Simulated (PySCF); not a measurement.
# C₅H₇F: a tour of settings

Aim: see how C₅H₇F (`FC1=CCCC1`) answers to the choice of functional, basis, grid and SCF options.

Programs: PySCF 2.14.0, with density-fitted response routines of our own. Each step states its level of theory. These are calculated values for one molecule, in the gas phase or a continuum, unless marked as measured. Atoms are numbered from 0 throughout.

## Step 1: Starting geometry

13 atoms, charge 0, multiplicity 1; geometry from: GFN2-xTB.

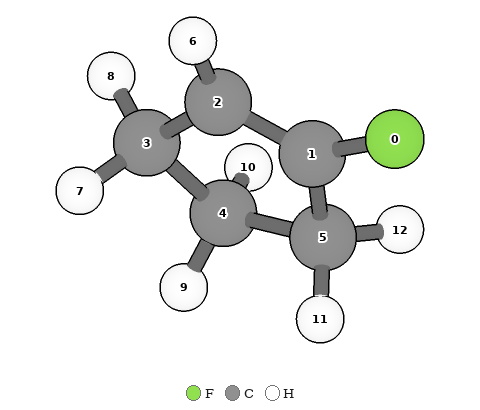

The starting geometry (fluorine green, carbon grey, hydrogen white), atoms numbered.

## Step 2: Nuclear shieldings: PBE0/pcSseg-1

Job settings and geometry (Å):

```
{"job": {"kind": "nmr", "xc": "PBE0", "basis": "pcSseg-1"}, "charge": 0, "multiplicity": 1}
F     -1.425814     2.214587    -0.246209
C     -0.619159     1.145941    -0.124076
C      0.677037     1.174288     0.124675
C      1.229157    -0.219046     0.161364
C     -0.023585    -1.120043     0.161941
C     -1.185649    -0.227566    -0.303676
H      1.285842     2.048112     0.263441
H      1.851700    -0.399105    -0.719264
H      1.851598    -0.385812     1.041182
H      0.102277    -1.990418    -0.479000
H     -0.216594    -1.475231     1.174156
H     -1.437279    -0.393401    -1.354739
H     -2.093919    -0.371820     0.282476
```

With the program's defaults for keys left out, this is: GIAO PBE0/pcSseg-1 NMR shielding, non-relativistic, gas phase.

The run is started by

```
$ OMP_NUM_THREADS=1 python probes_run.py task.json out
```

One launch serves the whole session: the jobs run in the order shown.

Log:

```text
coarse grid: 10856 points
cycle   1  E = -294.1088324483  dE =  8.277e-01  |g| = 4.883e-01  |ddm| = 3.184e+00
cycle   2  E = -294.0842796243  dE =  2.455e-02  |g| = 6.163e-01  |ddm| = 7.960e-01
cycle   3  E = -294.1561736160  dE = -7.189e-02  |g| = 7.837e-02  |ddm| = 4.540e-01
cycle   4  E = -294.1574259499  dE = -1.252e-03  |g| = 3.802e-02  |ddm| = 1.021e-01
cycle   5  E = -294.1577605309  dE = -3.346e-04  |g| = 6.890e-03  |ddm| = 3.416e-02
cycle   6  E = -294.1577672230  dE = -6.692e-06  |g| = 3.755e-03  |ddm| = 7.862e-03
cycle   7  E = -294.1577701173  dE = -2.894e-06  |g| = 4.606e-04  |ddm| = 3.215e-03
final grid: 105248 points
cycle   8  E = -294.2013235211  dE = -3.171e-05  |g| = 8.186e-03  |ddm| = 2.663e-02
cycle   9  E = -294.2013118097  dE =  1.171e-05  |g| = 1.136e-02  |ddm| = 1.535e-02
cycle  10  E = -294.2013394850  dE = -2.768e-05  |g| = 1.135e-03  |ddm| = 9.014e-03
cycle  11  E = -294.2013396883  dE = -2.033e-07  |g| = 2.427e-04  |ddm| = 1.079e-03
cycle  12  E = -294.2013396973  dE = -9.014e-09  |g| = 8.008e-05  |ddm| = 2.402e-04
cycle  13  E = -294.2013396987  dE = -1.327e-09  |g| = 3.493e-05  |ddm| = 8.669e-05
cycle  14  E = -294.2013396990  dE = -2.851e-10  |g| = 5.404e-06  |ddm| = 2.993e-05
converged SCF energy = -294.2013396990

GIAO shielding tensors (ppm)
atom      isotropic    diamagn.    paramagn.     s11        s22        s33       span
  0 F      293.556     472.778    -179.222    175.639    288.337    416.692    241.053
  1 C       14.009     251.717    -237.708    -79.587     45.776     75.836    155.423
  2 C       78.546     257.518    -178.972    -12.383    100.049    147.972    160.356
  3 C      156.035     246.817     -90.782    136.819    158.156    173.130     36.312
  4 C      164.127     246.927     -82.801    141.282    174.488    176.610     35.329
  5 C      153.496     249.209     -95.712    129.119    158.857    172.512     43.393
  6 H       26.638      30.813      -4.175     24.614     25.671     29.628      5.015
  7 H       29.142      29.653      -0.511     25.121     26.979     35.325     10.204
  8 H       29.317      29.705      -0.388     25.196     27.017     35.739     10.543
  9 H       29.778      29.831      -0.053     25.595     27.659     36.079     10.484
 10 H       29.706      30.164      -0.457     24.615     28.204     36.299     11.684
 11 H       29.000      29.435      -0.435     25.150     27.233     34.617      9.467
 12 H       29.336      29.391      -0.055     25.362     27.490     35.156      9.794
```

It took 12 s on 1 thread of Intel Xeon Platinum 8488C, shared host; peak memory 0.65 GiB.

The references, computed at this level on geometries of the same kind, shield at (ppm): ¹H TMS 31.72, ¹³C TMS 186.9, ¹⁹F CFCl3 170.9. Their shielding less the atom's gives the shift. The references are single molecules in the gas phase, so shifts against H2O, NH3, PH3, H3PO4 or CFCl3 are not on the usual liquid scales and can be off by tens of ppm. Atoms listed in one row are averaged.

```tsv
atoms	environment	σ (ppm)	δ (ppm)	δ scaled to CDCl3
C1	fully substituted alkene carbon bonded to F	14.0	172.9	166.9
C2	alkene CH	78.5	108.4	103.9
C5	allylic sp3 CH2	153.5	33.4	30.7
C3	allylic sp3 CH2	156.0	30.9	28.2
C4	sp3 CH2 in a ring	164.1	22.8	20.3
H6	hydrogen on an alkene CH	26.64	5.08	4.89
H11, H12	hydrogen on an allylic sp3 CH2	29.17	2.55	2.51
H7, H8	hydrogen on an allylic sp3 CH2	29.23	2.49	2.45
H9, H10	hydrogen on an sp3 CH2 in a ring	29.74	1.98	1.97
F0	vinylic fluorine	293.6	-122.6	–
```

The scaled column applies a straight-line fit of computed shieldings to shifts measured in CDCl3; 19F shifts take a fit of their own (root-mean-square error 0.16 ppm for H, 1.9 ppm for C).

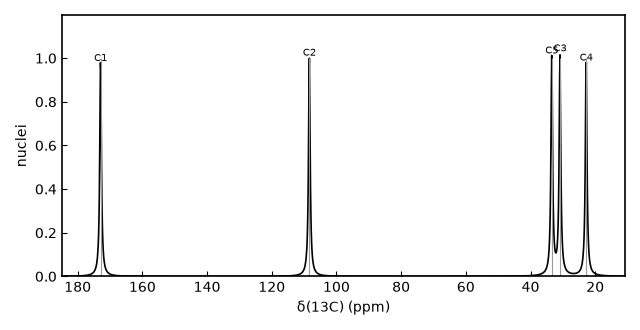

¹³C lines at the computed shifts, without couplings. Lines are broadened to a width of 0.60 ppm (Lorentzian).

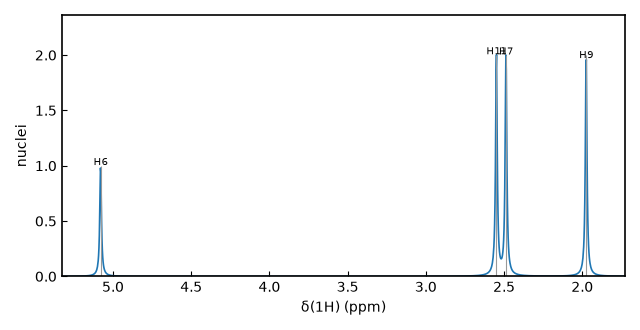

¹H lines at the computed shifts, without couplings. Lines are broadened to a width of 0.01 ppm (Lorentzian).

Charges from the same density, by scheme (e):

```tsv
atoms	Mulliken	IAO	Hirshfeld	ESP fit
F0	-0.28	-0.27	-0.09	-0.21
C1	0.23	0.28	0.08	0.26
C2	-0.21	-0.23	-0.08	-0.36
C3	-0.18	-0.26	-0.07	0.06
C4	-0.25	-0.26	-0.06	-0.19
C5	-0.21	-0.29	-0.08	-0.03
```

Hirshfeld charges:

F0 -0.09; C1 0.08; C2 -0.08; C3 -0.07; C4 -0.06; C5 -0.08; H6 0.05; H7 0.04; H8 0.04; H9 0.04; H10 0.04; H11 0.04; H12 0.04

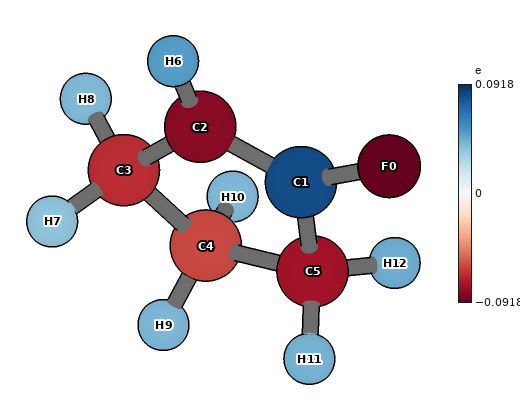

Hirshfeld charges, as colours on the atoms.

Mayer bond orders: F0–C1 0.95, C1–C2 1.84, C2–C3 1.02, C3–C4 1.02, C4–C5 1.02, C5–C1 1.05.

Ring of atoms C1, C2, C3, C4, C5: NICS(0) -4.7, NICS(1) -2.7, NICS(1)zz -1.7 ppm (means of both faces). The ring holds saturated atoms, so no π current runs round it: these values come from its σ bonds, any local π bonds and neighbouring rings, and say nothing of aromaticity.

## Step 3: Excited states and response: PBE0/def2-SVPD

Same as in step 2 but for these lines:

```diff
@@ -1,2 +1,2 @@
-{"job": {"kind": "nmr", "xc": "PBE0", "basis": "pcSseg-1"}, "charge": 0, "multiplicity": 1}
+{"job": {"kind": "uv", "xc": "PBE0", "basis": "def2-SVPD", "nstates": 6, "ntriplets": 2}, "charge": 0, "multiplicity": 1}
 F     -1.425814     2.214587    -0.246209
```

Level: TDDFT PBE0/def2-SVPD, vertical, gas phase, core orbitals frozen in the response.

Log:

```text
coarse grid: 10856 points
cycle   1  E = -293.9476070590  dE =  7.755e-01  |g| = 4.580e-01  |ddm| = 5.213e+00
cycle   2  E = -293.9239899523  dE =  2.362e-02  |g| = 5.779e-01  |ddm| = 1.386e+00
cycle   3  E = -293.9920621047  dE = -6.807e-02  |g| = 7.518e-02  |ddm| = 7.704e-01
cycle   4  E = -293.9932248900  dE = -1.163e-03  |g| = 3.739e-02  |ddm| = 1.880e-01
cycle   5  E = -293.9935609239  dE = -3.360e-04  |g| = 6.510e-03  |ddm| = 6.641e-02
cycle   6  E = -293.9935667772  dE = -5.853e-06  |g| = 3.688e-03  |ddm| = 1.314e-02
cycle   7  E = -293.9935696663  dE = -2.889e-06  |g| = 3.957e-04  |ddm| = 6.126e-03
final grid: 105248 points
cycle   8  E = -294.0370265335  dE = -2.938e-05  |g| = 8.081e-03  |ddm| = 1.182e-01
cycle   9  E = -294.0370139607  dE =  1.257e-05  |g| = 1.133e-02  |ddm| = 3.085e-02
cycle  10  E = -294.0370421017  dE = -2.814e-05  |g| = 1.074e-03  |ddm| = 1.686e-02
cycle  11  E = -294.0370423067  dE = -2.050e-07  |g| = 2.299e-04  |ddm| = 1.363e-03
cycle  12  E = -294.0370423161  dE = -9.436e-09  |g| = 7.729e-05  |ddm| = 6.023e-04
cycle  13  E = -294.0370423174  dE = -1.242e-09  |g| = 3.576e-05  |ddm| = 1.683e-04
cycle  14  E = -294.0370423177  dE = -3.154e-10  |g| = 4.684e-06  |ddm| = 7.583e-05
converged SCF energy = -294.0370423177

Static polarisability (au): isotropic 56.476, principal 45.193 57.868 66.367

Singlet excitations
state   eV       nm        f      main configurations
  1   6.4951    190.9   0.00118   H->L+1 0.97
  2   7.0104    176.9   0.00929   H->L+2 0.93
  3   7.0766    175.2   0.22592   H->L 0.91
  4   7.3964    167.6   0.00513   H->L+3 0.96
  5   7.8263    158.4   0.05851   H->L+4 0.95
  6   7.9552    155.9   0.00094   H->L+5 0.92

Triplet excitations (Tamm-Dancoff, eV): 4.4193 6.3754
```

It took 17 s on 1 thread of Intel Xeon Platinum 8488C, shared host; peak memory 0.74 GiB.

Frontier orbitals and where they lie:

```tsv
orbital	eV	atoms
HOMO−3	-10.01	C3 30 %, C4 29 %, C5 14 %
HOMO−2	-9.89	C4 27 %, H10 16 %, C5 13 %
HOMO−1	-9.66	F0 20 %, C4 19 %, C5 15 %
HOMO	-6.90	C2 32 %, C1 27 %, F0 10 %
LUMO	0.71	C1 31 %, C2 31 %, H6 8 %
LUMO+1	0.79	C4 15 %, C3 12 %, C5 12 %
LUMO+2	1.32	C1 19 %, F0 16 %, C3 8 %
```

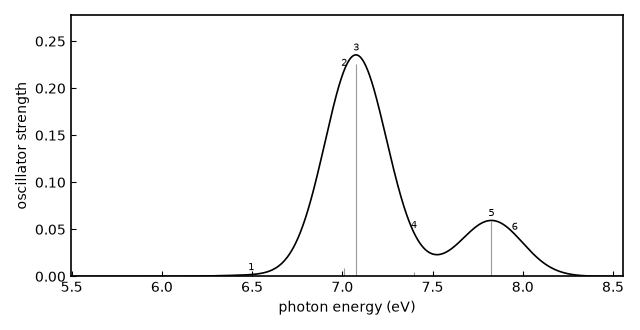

Absorption spectrum from the 6 singlet states computed; above the last one it falls off for lack of states. Lines are broadened to a width of 0.40 eV (Gaussian).

Ground-state properties from the same run:

```tsv
property	computed
dipole moment (D)	1.82
polarisability (Å³)	8.37
HOMO–LUMO gap (eV)	7.61
−ε(HOMO) (eV)	6.90
```

## Step 4: Nuclear shieldings: HF/pcSseg-1

Same as in step 3 but for these lines:

```diff
@@ -1,2 +1,2 @@
-{"job": {"kind": "uv", "xc": "PBE0", "basis": "def2-SVPD", "nstates": 6, "ntriplets": 2}, "charge": 0, "multiplicity": 1}
+{"job": {"kind": "nmr", "xc": "HF", "basis": "pcSseg-1", "pop": true, "scf": {"conv": 1e-11}}, "charge": 0, "multiplicity": 1}
 F     -1.425814     2.214587    -0.246209
```

Level: GIAO HF/pcSseg-1 NMR shielding, non-relativistic, gas phase.

Log:

```text
final grid: 105248 points
cycle   1  E = -292.6925092924  dE =  1.500e+00  |g| = 5.649e-01  |ddm| = 3.099e+00
cycle   2  E = -292.7645780643  dE = -7.207e-02  |g| = 2.938e-01  |ddm| = 5.542e-01
cycle   3  E = -292.7798412829  dE = -1.526e-02  |g| = 7.338e-02  |ddm| = 2.237e-01
cycle   4  E = -292.7813895632  dE = -1.548e-03  |g| = 1.107e-02  |ddm| = 8.319e-02
cycle   5  E = -292.7814366423  dE = -4.708e-05  |g| = 3.796e-03  |ddm| = 1.773e-02
cycle   6  E = -292.7814428424  dE = -6.200e-06  |g| = 1.283e-03  |ddm| = 5.799e-03
cycle   7  E = -292.7814438591  dE = -1.017e-06  |g| = 4.654e-04  |ddm| = 2.513e-03
cycle   8  E = -292.7814439856  dE = -1.265e-07  |g| = 1.531e-04  |ddm| = 1.004e-03
cycle   9  E = -292.7814440012  dE = -1.558e-08  |g| = 6.115e-05  |ddm| = 2.990e-04
cycle  10  E = -292.7814440036  dE = -2.388e-09  |g| = 1.791e-05  |ddm| = 1.455e-04
cycle  11  E = -292.7814440038  dE = -2.434e-10  |g| = 6.050e-06  |ddm| = 4.762e-05
cycle  12  E = -292.7814440038  dE = -1.876e-11  |g| = 1.628e-06  |ddm| = 1.290e-05
cycle  13  E = -292.7814440038  dE = -2.615e-12  |g| = 6.975e-07  |ddm| = 2.555e-06
converged SCF energy = -292.7814440038

GIAO shielding tensors (ppm)
atom      isotropic    diamagn.    paramagn.     s11        s22        s33       span
  0 F      345.529     474.524    -128.995    248.345    343.570    444.672    196.327
  1 C       23.034     251.894    -228.859    -91.575     66.531     94.147    185.723
  2 C       84.099     258.116    -174.018    -19.097    112.664    158.729    177.826
  3 C      167.290     244.213     -76.924    149.818    170.761    181.290     31.472
  4 C      173.228     244.663     -71.435    153.724    182.479    183.480     29.756
  5 C      164.355     246.031     -81.676    141.727    170.940    180.399     38.672
  6 H       26.871      30.725      -3.854     24.323     25.764     30.526      6.203
  7 H       29.761      29.917      -0.156     25.552     27.168     36.562     11.010
  8 H       29.927      30.051      -0.124     25.508     27.213     37.059     11.551
  9 H       30.271      30.053       0.219     25.788     27.773     37.253     11.464
 10 H       30.223      30.255      -0.032     24.937     28.326     37.404     12.467
 11 H       29.540      29.468       0.073     25.345     27.458     35.817     10.472
 12 H       29.838      29.478       0.360     25.414     27.712     36.387     10.973
```

It took 4.9 s on 1 thread of Intel Xeon Platinum 8488C, shared host; peak memory 0.68 GiB.

In short: δ C1 170.3, C2 109.3, C5 29.0, C3 26.1, H6 5.28, H11 2.46 ppm (means over like atoms).

## Step 5: Excited states and response: PW91/6-311+G(2d,p)

Same as in step 4 but for these lines:

```diff
@@ -1,2 +1,2 @@
-{"job": {"kind": "nmr", "xc": "HF", "basis": "pcSseg-1", "pop": true, "scf": {"conv": 1e-11}}, "charge": 0, "multiplicity": 1}
+{"job": {"kind": "uv", "xc": "PW91", "basis": "6-311+G(2d,p)", "nstates": 1, "ntriplets": 5, "tda": true, "scf": {"level_shift": 0.3}}, "charge": 0, "multiplicity": 1}
 F     -1.425814     2.214587    -0.246209
```

With the program's defaults for keys left out, this is: TDA PW91/6-311+G(2d,p), vertical, gas phase, core orbitals frozen in the response.

Log:

```text
final grid: 105248 points
cycle   1  E = -294.4827534200  dE =  6.100e-01  |g| = 5.411e-01  |ddm| = 3.448e+00
cycle   2  E = -294.4885820419  dE = -5.829e-03  |g| = 6.064e-01  |ddm| = 1.461e+00
cycle   3  E = -294.5370936905  dE = -4.851e-02  |g| = 1.365e-01  |ddm| = 3.759e-01
cycle   4  E = -294.5407585947  dE = -3.665e-03  |g| = 4.021e-02  |ddm| = 1.889e-01
cycle   5  E = -294.5410520371  dE = -2.934e-04  |g| = 7.373e-03  |ddm| = 7.472e-02
cycle   6  E = -294.5410622219  dE = -1.018e-05  |g| = 5.282e-03  |ddm| = 3.601e-02
cycle   7  E = -294.5410676307  dE = -5.409e-06  |g| = 1.722e-03  |ddm| = 1.709e-02
cycle   8  E = -294.5410683751  dE = -7.444e-07  |g| = 4.245e-04  |ddm| = 8.912e-03
cycle   9  E = -294.5410684663  dE = -9.114e-08  |g| = 1.525e-04  |ddm| = 4.156e-03
cycle  10  E = -294.5410684851  dE = -1.887e-08  |g| = 6.256e-05  |ddm| = 1.883e-03
cycle  11  E = -294.5410684900  dE = -4.833e-09  |g| = 3.315e-05  |ddm| = 8.401e-04
cycle  12  E = -294.5410684913  dE = -1.378e-09  |g| = 1.810e-05  |ddm| = 4.226e-04
cycle  13  E = -294.5410684918  dE = -4.073e-10  |g| = 9.689e-06  |ddm| = 2.261e-04
level shift removed, Fock matrix diagonalised once more
converged SCF energy = -294.5410684918

Static polarisability (au): isotropic 58.053, principal 46.160 59.800 68.199

Singlet excitations
state   eV       nm        f      main configurations
  1   5.3373    232.3   0.00118   H->L+1 0.69, H->L 0.31

Triplet excitations (Tamm-Dancoff, eV): 4.4536 5.2687 5.6980 5.9534 5.9960
```

Run time: 29 s. Hardware: 1 thread of Intel Xeon Platinum 8488C, shared host; peak memory 0.61 GiB.

In short: HOMO -5.74 eV, LUMO -0.41 eV; lowest singlet 5.34 eV.

## Step 6: NMR shieldings: OPBE/Sadlej pVTZ in methanol

Same as in step 5 but for these lines:

```diff
@@ -1,2 +1,2 @@
-{"job": {"kind": "uv", "xc": "PW91", "basis": "6-311+G(2d,p)", "nstates": 1, "ntriplets": 5, "tda": true, "scf": {"level_shift": 0.3}}, "charge": 0, "multiplicity": 1}
+{"job": {"kind": "nmr", "xc": "OPBE", "basis": "Sadlej pVTZ", "solvent": "methanol", "pop": true, "scf": {"guess": "atom"}}, "charge": 0, "multiplicity": 1}
 F     -1.425814     2.214587    -0.246209
```

Method: GIAO OPBE/Sadlej pVTZ NMR shielding, non-relativistic, IEF-PCM methanol.

Log:

```text
final grid: 105248 points
cycle   1  E = -293.9679429562  dE =  1.624e+00  |g| = 1.398e+00  |ddm| = 4.365e+01
cycle   2  E = -292.7869240798  dE =  1.181e+00  |g| = 2.438e+00  |ddm| = 3.037e+01
cycle   3  E = -294.5051275339  dE = -1.718e+00  |g| = 2.633e-01  |ddm| = 1.319e+01
cycle   4  E = -294.5078099612  dE = -2.682e-03  |g| = 2.360e-01  |ddm| = 2.898e+00
cycle   5  E = -294.5175210519  dE = -9.711e-03  |g| = 3.880e-02  |ddm| = 1.471e+00
cycle   6  E = -294.5177870443  dE = -2.660e-04  |g| = 2.065e-02  |ddm| = 3.011e-01
cycle   7  E = -294.5178920216  dE = -1.050e-04  |g| = 5.056e-03  |ddm| = 9.566e-02
cycle   8  E = -294.5178978265  dE = -5.805e-06  |g| = 1.792e-03  |ddm| = 3.604e-02
cycle   9  E = -294.5178986236  dE = -7.971e-07  |g| = 1.551e-04  |ddm| = 1.559e-02
cycle  10  E = -294.5178986298  dE = -6.248e-09  |g| = 3.815e-05  |ddm| = 2.540e-03
cycle  11  E = -294.5178986300  dE = -2.445e-10  |g| = 1.862e-05  |ddm| = 3.701e-04
converged SCF energy = -294.5178986300

GIAO shielding tensors (ppm)
atom      isotropic    diamagn.    paramagn.     s11        s22        s33       span
  0 F      302.900     461.211    -158.311    189.638    297.334    421.729    232.090
  1 C       32.136     226.316    -194.180    -42.790     54.245     84.953    127.743
  2 C       94.231     275.929    -181.699     17.669    108.638    156.385    138.715
  3 C      166.474     187.503     -21.029    144.099    165.517    189.806     45.707
  4 C      174.994     202.073     -27.080    150.776    178.701    195.504     44.728
  5 C      164.417     212.505     -48.088    139.072    168.675    185.504     46.432
  6 H       26.446      42.588     -16.142     25.050     25.353     28.935      3.886
  7 H       29.339      22.228       7.111     25.453     27.635     34.928      9.476
  8 H       29.436      19.862       9.573     25.543     27.542     35.221      9.678
  9 H       29.774      27.480       2.295     25.526     27.984     35.813     10.287
 10 H       29.560      32.029      -2.469     23.841     28.773     36.066     12.226
 11 H       29.204      25.637       3.567     25.440     27.820     34.352      8.911
 12 H       29.382      22.109       7.273     25.694     27.820     34.631      8.937
```

Run time: 26 s. Hardware: 1 thread of Intel Xeon Platinum 8488C, shared host; peak memory 0.84 GiB.

Key values: σ C1 32.1, C2 94.2, C5 164.4, C3 166.5, H6 26.45, H11 29.29 ppm (means over like atoms).

## Step 7: Side by side: NMR shifts

Isotropic shieldings (ppm) of some atoms, chosen among heavy atoms and hydrogens apart, means over like atoms, with basis size and wall time:

```tsv
run	C1	C2	C5	C3	H7	H9	F0	functions	time
PBE0/pcSseg-1	14.0	78.5	153.5	156.0	29.23	29.74	293.6	137	12 s
HF/pcSseg-1	23.0	84.1	164.4	167.3	29.84	30.25	345.5	137	4.9 s
OPBE/Sadlej pVTZ in methanol	32.1	94.2	164.4	166.5	29.39	29.67	302.9	207	26 s
```

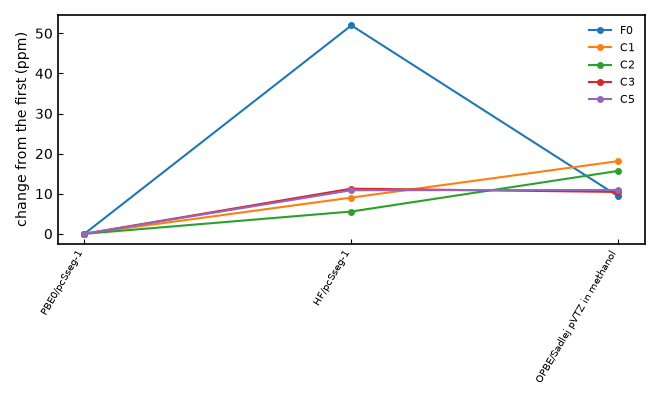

How five of the tabulated atoms move from run to run.

## Step 8: Run by run: electronic excitations

Excitations and ground-state properties, with basis size and wall time:

```tsv
run	lowest singlet (eV)	brightest (eV)	f	gap (eV)	α (Å³)	μ (D)	functions	time
PBE0/def2-SVPD	6.50	7.08	0.226	7.61	8.37	1.82	179	17 s
PW91/6-311+G(2d,p)	5.34	5.34	0.001	5.33	8.60	1.72	204	29 s
```

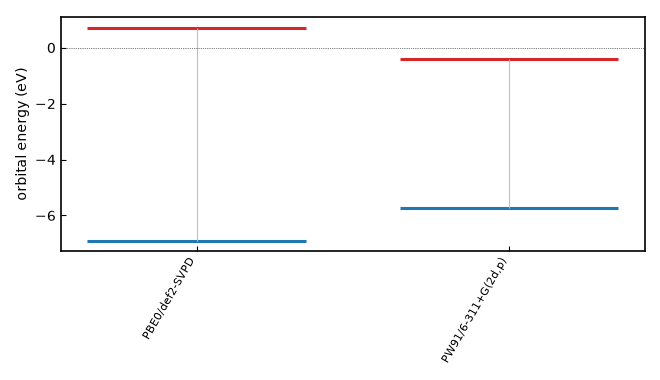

HOMO (blue) and LUMO (red) run by run.

## Step 9: What came out

```
                                                              quantity                               value
                                ¹³C shifts against TMS (PBE0/pcSseg-1)  172.9, 108.4, 33.4, 30.9, 22.8 ppm
¹H shifts against TMS (PBE0/pcSseg-1, means over atoms taken as alike)          5.08, 2.55, 2.49, 1.98 ppm
                              ¹⁹F shifts against CFCl3 (PBE0/pcSseg-1)                          -122.6 ppm
                                       lowest singlet (PBE0/def2-SVPD)         6.50 eV (191 nm), f = 0.001
                              brightest single state of those computed         state 3, 7.08 eV, f = 0.226
                                                        lowest triplet                             4.42 eV
                                          range of the shielding of F0                  293.6 to 345.5 ppm
                                           range of the lowest singlet                     5.34 to 6.50 eV
```

In words: Single values in the summary come from the first sound run of each kind (PBE0/pcSseg-1; PBE0/def2-SVPD), which need not be the best level. H6 (hydrogen on an alkene CH) lies farthest downfield among hydrogen, at 5.08 ppm; a vinylic proton, deshielded by the sp2 carbon and the C=C anisotropy. At PBE0/pcSseg-1: The largest span, 241 ppm, is at F0, where the paramagnetic term is -179 ppm. The first singlet state (HOMO→LUMO+1 0.97) lies at 6.50 eV and is weak; of the 6 states computed, the strongest absorption comes from state 3 at 7.08 eV. The lowest triplet lies 2.08 eV below the lowest singlet (triplets in Tamm-Dancoff, singlets in full TDDFT). At PBE0/def2-SVPD, states above −ε(HOMO) (6.90 eV) lie where TDDFT describes them poorly and they hang on the basis; the brightest is among them. In ppm, F0 moves most: its shielding spreads over 52.0 ppm, from 293.6 (PBE0/pcSseg-1) to 345.5 (HF/pcSseg-1). The lowest singlet runs from 5.34 eV (PW91/6-311+G(2d,p)) to 6.50 eV (PBE0/def2-SVPD), while the orbital gap spans 5.33 to 7.61 eV. Some runs use the Tamm-Dancoff approximation and others full TDDFT, which shifts states apart from functional and basis. The lowest state need not be the same one in every run. The runs solved for a few states only, so the brightest column depends on that window.
